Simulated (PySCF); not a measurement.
**HI: density, localisation and related maps**

```yaml
atoms:
  - { symbol: H, position_ang: [0.0000, 0.0000, -1.6033] }
  - { symbol: I, position_ang: [0.0000, 0.0000, 0.0127] }
```

All numbers below come from PySCF 2.14.0, PBE0/x2c-SVPall, spin-free X2C-1e, Gaussian nucleus, at a bond length of 1.616 Å.

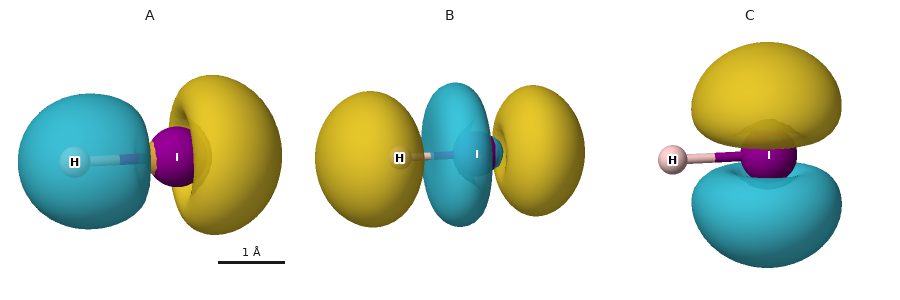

Figure 1. Three frontier orbitals, each drawn at the value that holds 80 % of its norm (yellow and cyan are the two phases), in no order; of a degenerate pair one member is drawn.

Question: Name the orbitals and rank them from lowest to highest energy.

Answer: Orbital A: σ, occupied, −11.39 eV; mainly on I (70 %).
Orbital C: π, occupied, −7.73 eV; almost wholly on I.
Orbital B: σ, empty, −0.53 eV; shared between the atoms (H 40 %, I 60 %).

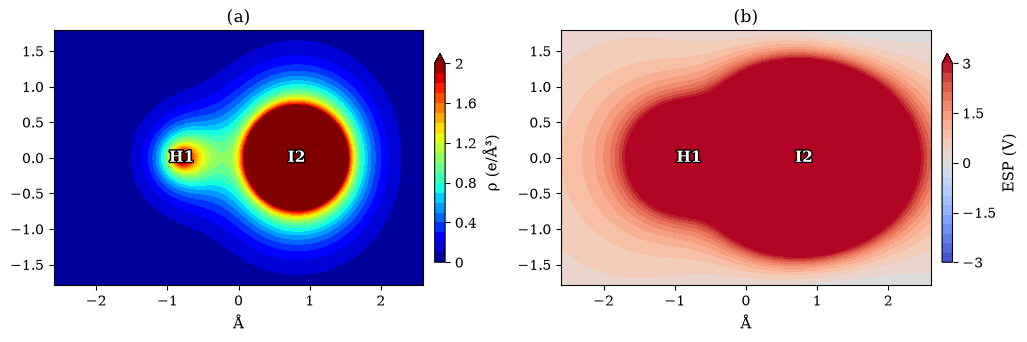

Figure 2. (a) total electron density; (b) molecular electrostatic potential on a plane that holds the molecular axis.

Question: Interpret the plot.

Answer: The plane passes through H and I nuclei. I–H (1.62 Å): the density is about 1.4 e/Å³ at the midpoint. The potential has no marked negative region in this plane.

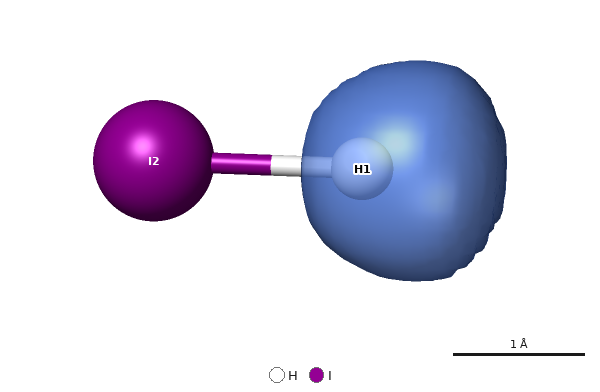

Figure 3. Isosurface of the electron localisation function at 0.9 (blue), seen from one side. Only the valence region is drawn (cores and ρ < 0.01 e/Å³ removed).

Question: Identify the bonds, lone pairs and shells in this picture.

Answer: The surface consists of one region around a hydrogen nucleus. Profiles from the grid: I–H (1.62 Å): the ELF climbs to about 1 towards the hydrogen, as it does in any bond to H.
